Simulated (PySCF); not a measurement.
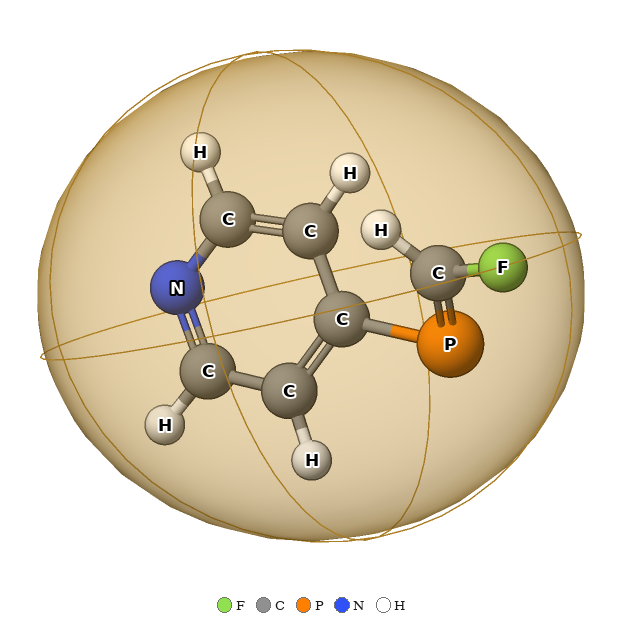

The ellipsoid shows the static dipole polarisability: its half-axes are proportional to the principal values. The computed structure is the end point of a GFN2-xTB optimisation. No frequency run is at hand to confirm it as a minimum. Computed with CAM-B3LYP/def2-SVPD (PySCF 2.14.0).

> How large and how anisotropic is the polarisability?

Principal values 66.4, 100.9, 132.9 bohr³; mean 100.1 bohr³ (14.83 Å³); anisotropy 57.6 bohr³, so the longest axis is 2.00 times the shortest.

The geometry is semi-empirical. Around P such bond lengths and angles can be off by a tenth of an ångström or more and by several degrees, and values that hang on the shape move with them.
